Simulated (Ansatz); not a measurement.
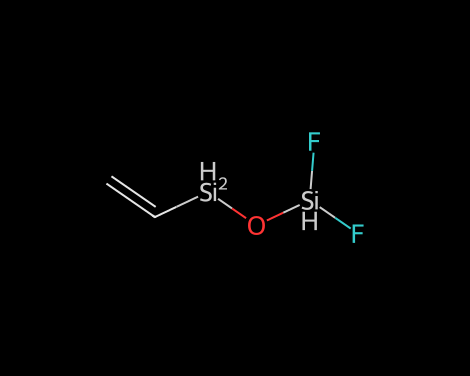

Figure made from data computed with Ansatz.

> Transcribe the drawing into SMILES.

C=C[SiH2]O[SiH](F)F

> Give the formula, hydrogens included.

C2H6F2OSi2.

> An optimisation with PBE0-D4/def2-TZVP gave a structure of which point group?

C1. Other conformers may differ.
